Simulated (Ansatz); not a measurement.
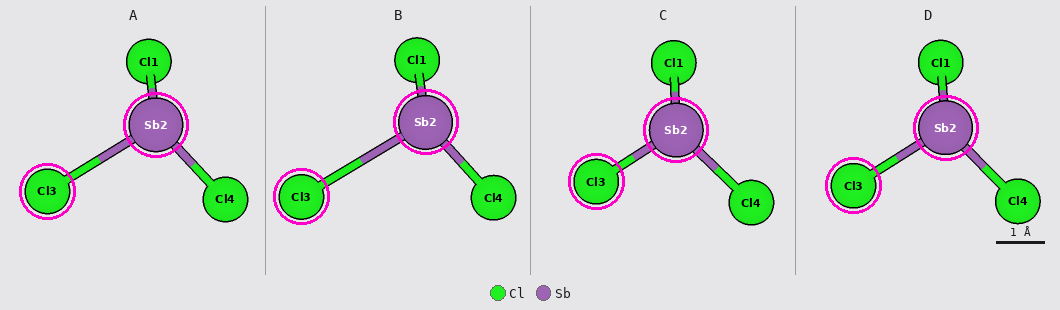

A scan of SbCl3: the Sb2–Cl3 distance is varied, with all other coordinates relaxed. Style: ball-and-stick. Shown at a tilt. The ringed atoms are those of the scanned coordinate.

Computed with Ansatz: PBE-D4, basis def2-TZVPP, on geometries relaxed under the constraint at PBE0-D4/def2-TZVP. Elements past krypton carry the basis set's effective core potentials. Energies are counted from the PBE0-D4/def2-TZVP minimum geometry at the same level.

> Order these geometries by energy, lowest first.

Lowest first: D (the distance 2.334 Å, 0.0 kcal/mol), A (the distance 2.713 Å, 10.5 kcal/mol), C (the distance 2.054 Å, 21.4 kcal/mol), B (the distance 3.074 Å, 28.7 kcal/mol). Over the whole scan: the lowest computed point lies at the distance 2.334 Å (0.0 kcal/mol). At the ends of the scan the energy is 21.4 kcal/mol (2.054 Å) and 37.9 kcal/mol (3.268 Å). The curvature at the lowest point is about 15 eV/Å² (2.3 mdyn/Å). The well is steeper on the short side, as for any bond.
